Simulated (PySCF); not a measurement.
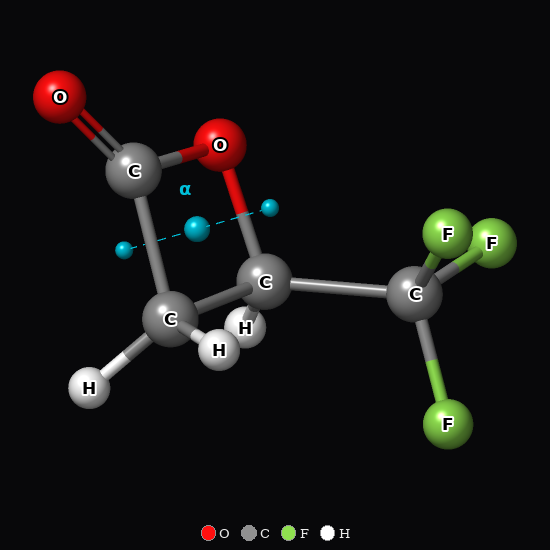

The small points mark where nucleus-independent chemical shifts (NICS) were computed: at the centre of each lettered ring and 1 Å above and below it. Computed geometry: GFN2-xTB optimisation. No frequency run is at hand to confirm it as a minimum. Method: GIAO PBE0/pcSseg-1 NMR shielding, non-relativistic, gas phase (PySCF 2.14.0).

Give NICS(0), NICS(1) and the out-of-plane component NICS(1)zz for each ring (means of the two sides).

| ring | members | NICS(0) | NICS(1) | NICS(1)zz |
| --- | --- | --- | --- | --- |
| α | C3O | −3.4 | −2.2 | −2.3 |

Values in ppm.
